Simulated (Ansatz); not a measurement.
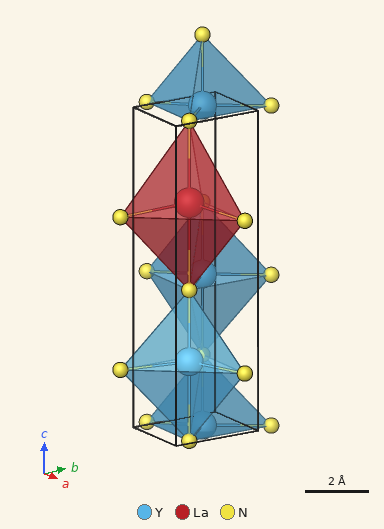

Polyhedral drawing of the structure, looking slightly off an axis. The conventional unit cell is outlined; an atom on or near a face, edge or corner is repeated at each equivalent position. Some neighbours outside the box are added.

LaY3N4, space group P3m1 (No. 156), a = 4.047 Å, b = 4.047 Å, c = 10.367 Å, α = 90.00°, β = 90.00°, γ = 120.00°. Provenance: a structure type filled with these elements by a generator (whether the compound takes this form wasn't checked). Earlier steps of the study may have refined or changed the cell and positions. An electronic-structure calculation with Ansatz was run on it.

This one geometry was computed with Ansatz (DFT, plane waves, PAW) at five levels of theory: r2SCAN, HSE06, PBE, PBE0 and PBE with spin-orbit coupling. It was relaxed beforehand with r2SCAN.

### Which level gives the highest pressure at this volume, and what does that say about its equilibrium volume?

Highest: PBE (0.7 GPa) and PBE with spin-orbit coupling (0.7 GPa), which points to the largest equilibrium volume. Lowest, with the smallest volume: HSE06 (-1.1 GPa) and PBE0 (-1.0 GPa). Levels within 0.5 GPa of each other can't be told apart.

### How does the band gap change with the level of theory?

PBE with spin-orbit coupling: a gap of 1.46 eV, indirect; PBE: a gap of 1.63 eV, indirect; r2SCAN: a gap of 1.86 eV, indirect; HSE06: a gap of 2.46 eV, indirect; PBE0: a gap of 3.16 eV, indirect.

### Collect the results in a table.

| level | cutoff (eV) | k-mesh of the run's cell | gap (eV) | pressure (GPa) |
| --- | --- | --- | --- | --- |
| r2SCAN | 500 | 12×12×4 | 1.86 | 0.0 |
| HSE06 | 420 | 6×6×2 | 2.46 | -1.1 |
| PBE | 420 | 12×12×4 | 1.63 | 0.7 |
| PBE0 | 420 | 6×6×2 | 3.16 | -1.0 |
| PBE with spin-orbit coupling | 420 | 12×12×4 | 1.46 | 0.7 |

Gaps are taken on the k-mesh or band path of each run.
